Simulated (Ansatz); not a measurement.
Nudged elastic band of CH$_{9}$AlSi (part 2 of 2)

The same run, continued: CH$_{9}$AlSi; RKS PBE0-D4/6-31G* (Ansatz 0.2.0). It belongs to a series of runs on one base structure; here: band between the two ends.

Geometry of the input (Å):
```
Al -0.1038  0.1956  0.1370
H  0.1135  1.0957  1.4406
H  1.1993  -0.4395  -0.5529
C  -1.8290  0.1455  -0.8031
H  -2.6804  0.1782  -0.1130
H  -1.9271  1.0160  -1.4665
H  -1.9350  -0.7450  -1.4340
Si 0.2842  -2.7714  1.0117
H  0.0474  -3.1347  -0.4045
H  1.7232  -2.6502  1.3390
H  -0.3926  -3.7331  1.9217
H  -0.3935  -1.4508  1.3003
```

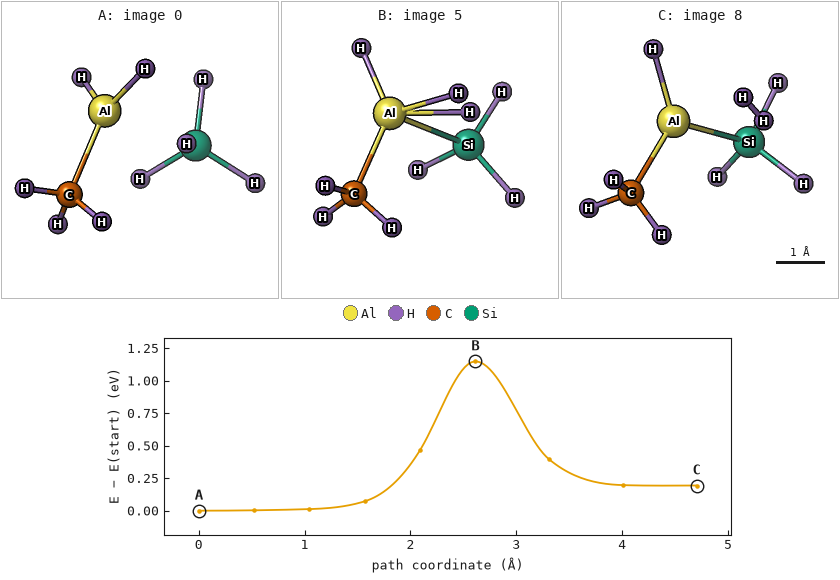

**Figure 1.** Images of the last band (counted from 0; ball-and-stick, seen at a tilt) above the energy along the path; the line is a cubic interpolation that uses the forces. The highest image is number 5, 1.148 eV above the start and 0.955 eV above the end (the climbing image); the end lies 0.194 eV above the start. The path is 4.70 Å long. The band converged in 21 iterations.

```
Total energy: -15647.38328746 eV, -575.0307296367 hartree
Atom 0 at    -0.026464    -0.131342    -0.079046 Å, force     0.000107    -0.002036    -0.001290 eV/Å
Atom 1 at     0.024196     0.328872     1.579547 Å, force     0.011853    -0.007965    -0.002384 eV/Å
Atom 2 at     1.427471     0.141768    -0.644088 Å, force    -0.000409     0.002786    -0.001245 eV/Å
Atom 3 at    -1.850880    -0.009002    -0.779333 Å, force    -0.006829    -0.005717    -0.008654 eV/Å
Atom 4 at    -2.583643    -0.322847    -0.027857 Å, force     0.001809     0.000027     0.001698 eV/Å
Atom 5 at    -2.096410     1.017738    -1.073266 Å, force     0.002174     0.002148     0.002519 eV/Å
Atom 6 at    -1.981780    -0.646582    -1.660728 Å, force    -0.000075     0.003243     0.002850 eV/Å
Atom 7 at     0.239255    -2.573333     0.862343 Å, force     0.008394    -0.002130     0.005452 eV/Å
Atom 8 at     0.130377    -3.254009    -0.465356 Å, force     0.000701     0.008757    -0.000289 eV/Å
Atom 9 at     1.557101    -2.936217     1.455850 Å, force     0.001241    -0.002328     0.001942 eV/Å
Atom 10 at    -0.842844    -3.125527     1.728407 Å, force    -0.002013     0.003333     0.000980 eV/Å
Atom 11 at     0.109816    -0.783217     1.479723 Å, force    -0.016952    -0.000116    -0.001578 eV/Å
Dipole moment:    -0.171882     0.062438    -0.018887 e Å
this run last wrote the band of iteration 21 to [file]; this run last wrote the band within `neb.f_tol` of iteration 19 to [file]
```

## The last band as extended XYZ (Å, eV, eV/Å)
```
12
Properties=species:S:1:pos:R:3:forces:R:3 image=0 energy=-15648.53167
Al   -0.1038    0.1956    0.1370    0.0003   0.0024  -0.0036
H     0.1135    1.0957    1.4406   -0.0013  -0.0019   0.0016
H     1.1993   -0.4395   -0.5529    0.0013  -0.0008  -0.0017
C    -1.8290    0.1455   -0.8031   -0.0025   0.0022  -0.0021
H    -2.6804    0.1782   -0.1130    0.0056  -0.0001  -0.0058
H    -1.9271    1.0160   -1.4665    0.0002  -0.0072   0.0076
H    -1.9350   -0.7450   -1.4340   -0.0017   0.0037   0.0036
Si    0.2842   -2.7714    1.0117    0.0029   0.0047   0.0027
H     0.0474   -3.1347   -0.4045    0.0015   0.0005   0.0014
H     1.7232   -2.6502    1.3390   -0.0083   0.0003  -0.0017
H    -0.3926   -3.7331    1.9217    0.0007   0.0007  -0.0004
H    -0.3935   -1.4508    1.3003    0.0013  -0.0045  -0.0017
12
Properties=species:S:1:pos:R:3:forces:R:3 image=1 energy=-15648.52873
Al   -0.0705    0.2402    0.1258   -0.0006   0.0156  -0.0052
H     0.0923    1.1782    1.4111   -0.0002  -0.0032   0.0031
H     1.2649   -0.3241   -0.5625   -0.0021  -0.0114   0.0069
C    -1.8024    0.0663   -0.7879    0.0008  -0.0040  -0.0027
H    -2.6280   -0.0749   -0.0802   -0.0044   0.0037  -0.0006
H    -2.0321    0.9785   -1.3552    0.0052   0.0012   0.0009
H    -1.8204   -0.7652   -1.5018   -0.0026  -0.0015   0.0021
Si    0.2432   -2.7455    1.0028    0.0069  -0.0085  -0.0039
H    -0.0562   -3.0004   -0.4252   -0.0017  -0.0001   0.0012
H     1.6923   -2.8216    1.2982    0.0005   0.0046  -0.0021
H    -0.5352   -3.6607    1.8774    0.0032  -0.0022   0.0016
H    -0.2417   -1.3643    1.3737   -0.0050   0.0058  -0.0015
12
Properties=species:S:1:pos:R:3:forces:R:3 image=2 energy=-15648.51939
Al   -0.0568    0.2895    0.0993   -0.0014  -0.0051   0.0061
H     0.0650    1.1816    1.4217    0.0021   0.0188  -0.0067
H     1.2947   -0.1405   -0.6485   -0.0015  -0.0056   0.0045
C    -1.8058    0.0142   -0.7582    0.0057  -0.0006  -0.0069
H    -2.5809   -0.2700   -0.0360    0.0000   0.0045   0.0038
H    -2.1477    0.9482   -1.2246   -0.0014   0.0004  -0.0042
H    -1.7818   -0.7457   -1.5476    0.0052  -0.0018   0.0070
Si    0.2370   -2.7457    0.9928   -0.0024   0.0058   0.0010
H     0.0006   -2.9448   -0.4558   -0.0045   0.0034  -0.0012
H     1.6422   -3.0272    1.3700    0.0018   0.0015  -0.0073
H    -0.7167   -3.5432    1.8047    0.0070  -0.0147  -0.0012
H    -0.0436   -1.3102    1.3583   -0.0107  -0.0065   0.0052
12
Properties=species:S:1:pos:R:3:forces:R:3 image=3 energy=-15648.45942
Al   -0.0557    0.2345    0.0662   -0.0130   0.0959   0.0273
H     0.0176    0.9116    1.5123    0.0056   0.2068  -0.0219
H     1.3219    0.0267   -0.7259   -0.0427  -0.0338  -0.0193
C    -1.8263    0.0034   -0.7632    0.0204   0.0036  -0.0056
H    -2.5724   -0.3321   -0.0323    0.0001  -0.0017   0.0005
H    -2.1670    0.9870   -1.1160   -0.0306  -0.0022  -0.0166
H    -1.8653   -0.6719   -1.6251    0.0623  -0.0046   0.0245
Si    0.2569   -2.7283    0.9846   -0.0003  -0.0559   0.0272
H     0.1042   -3.0209   -0.4603   -0.0096   0.0584  -0.0011
H     1.6055   -3.0924    1.4769    0.0087  -0.0714   0.0070
H    -0.8309   -3.3505    1.7760    0.0099  -0.0984   0.0112
H     0.1177   -1.2609    1.2831   -0.0107  -0.0969  -0.0331
12
Properties=species:S:1:pos:R:3:forces:R:3 image=4 energy=-15648.06599
Al   -0.0391    0.0760    0.0116   -0.0349   0.5809   0.2451
H     0.0095    0.5547    1.5521   -0.0548   0.6348  -0.0917
H     1.3979    0.0829   -0.6856   -0.0807  -0.1659  -0.1120
C    -1.8382   -0.0122   -0.7768    0.0363  -0.0546  -0.0469
H    -2.5753   -0.3218   -0.0257    0.0210  -0.0009  -0.0049
H    -2.1101    1.0108   -1.0731   -0.0299  -0.0198  -0.0171
H    -1.9641   -0.6463   -1.6603    0.0639  -0.0076   0.0028
Si    0.2483   -2.6256    0.9391    0.0162  -0.1299   0.2289
H     0.1180   -3.1237   -0.4617   -0.0233   0.3517   0.0381
H     1.5832   -2.9833    1.4650    0.0695  -0.1114   0.0592
H    -0.8545   -3.1886    1.7491   -0.0359  -0.1595   0.0763
H     0.1307   -1.1164    1.3425    0.0526  -0.9179  -0.3778
12
Properties=species:S:1:pos:R:3:forces:R:3 image=5 energy=-15647.38325
Al   -0.0265   -0.1313   -0.0790    0.0001  -0.0020  -0.0013
H     0.0242    0.3289    1.5795    0.0119  -0.0080  -0.0024
H     1.4275    0.1418   -0.6441   -0.0004   0.0028  -0.0012
C    -1.8509   -0.0090   -0.7793   -0.0068  -0.0057  -0.0087
H    -2.5836   -0.3228   -0.0279    0.0018   0.0000   0.0017
H    -2.0964    1.0177   -1.0733    0.0022   0.0021   0.0025
H    -1.9818   -0.6466   -1.6607   -0.0001   0.0032   0.0029
Si    0.2393   -2.5733    0.8623    0.0084  -0.0021   0.0055
H     0.1304   -3.2540   -0.4654    0.0007   0.0088  -0.0003
H     1.5571   -2.9362    1.4559    0.0012  -0.0023   0.0019
H    -0.8428   -3.1255    1.7284   -0.0020   0.0033   0.0010
H     0.1098   -0.7832    1.4797   -0.0170  -0.0001  -0.0016
12
Properties=species:S:1:pos:R:3:forces:R:3 image=6 energy=-15648.13594
Al   -0.0033   -0.4232   -0.2069    0.0285  -0.2903  -0.1423
H     0.0188    0.3891    1.6851   -0.0001   0.0454   0.1056
H     1.3695    0.2793   -0.6062   -0.0696   0.1555   0.0268
C    -1.8284    0.0041   -0.7898   -0.0010   0.0156  -0.0215
H    -2.5712   -0.3035   -0.0438    0.0152   0.0155   0.0029
H    -2.0354    1.0406   -1.0738    0.0694   0.0206   0.0249
H    -2.0122   -0.6183   -1.6778   -0.0501   0.0400  -0.0024
Si    0.2425   -2.6734    0.7318    0.0045  -0.1078  -0.1304
H     0.1596   -3.5603   -0.4612    0.0308  -0.3254  -0.0033
H     1.5364   -2.9488    1.4323   -0.0083  -0.0100  -0.0500
H    -0.8412   -3.0949    1.6797    0.0128   0.0210  -0.0658
H     0.0711   -0.3843    1.7067   -0.0321   0.4198   0.2556
12
Properties=species:S:1:pos:R:3:forces:R:3 image=7 energy=-15648.33489
Al   -0.0084   -0.5764   -0.2681   -0.0074  -0.0010  -0.0042
H    -0.0797    0.6557    1.6866    0.0022   0.0127  -0.0049
H     1.2783    0.3135   -0.5950   -0.0025  -0.0030  -0.0041
C    -1.8076   -0.0062   -0.8159   -0.0070  -0.0052  -0.0166
H    -2.5731   -0.2736   -0.0778    0.0003   0.0009   0.0051
H    -1.8819    1.0691   -1.0120    0.0104   0.0037   0.0074
H    -2.0840   -0.5225   -1.7460   -0.0028   0.0130   0.0015
Si    0.2880   -2.8302    0.6677    0.0035   0.0111  -0.0063
H     0.2130   -3.8676   -0.4083    0.0069  -0.0172   0.0089
H     1.5942   -3.0255    1.3686   -0.0008  -0.0162   0.0000
H    -0.7855   -3.1717    1.6546    0.0099  -0.0144  -0.0042
H    -0.0472   -0.0582    1.9218   -0.0127   0.0156   0.0174
12
Properties=species:S:1:pos:R:3:forces:R:3 image=8 energy=-15648.33794
Al   -0.0151   -0.5973   -0.2506    0.0021  -0.0005   0.0048
H    -0.0152    0.7008    1.6799    0.0002   0.0007   0.0009
H     1.2552    0.3391   -0.5111   -0.0009  -0.0022  -0.0046
C    -1.7963   -0.0388   -0.8642    0.0049   0.0015   0.0015
H    -2.6051   -0.4400   -0.2430   -0.0042  -0.0027   0.0032
H    -1.9013    1.0517   -0.9001   -0.0001   0.0027   0.0004
H    -1.9718   -0.4089   -1.8836   -0.0008  -0.0001  -0.0040
Si    0.3223   -2.8469    0.6884   -0.0002  -0.0060   0.0007
H    -0.0336   -3.9095   -0.3045    0.0050   0.0039   0.0055
H     1.7259   -3.1194    1.1256   -0.0082   0.0029  -0.0014
H    -0.5505   -3.0918    1.8813    0.0023  -0.0009  -0.0063
H    -0.3084    0.0672    1.9581   -0.0002   0.0007  -0.0008
```

## Results in brief

```tsv
quantity	value
outcome	converged
barrier, forward	1.148 eV
barrier, backward	0.955 eV
wall time	7.5 min
peak memory	0.14 GiB
```

The order of the saddle point was not checked.
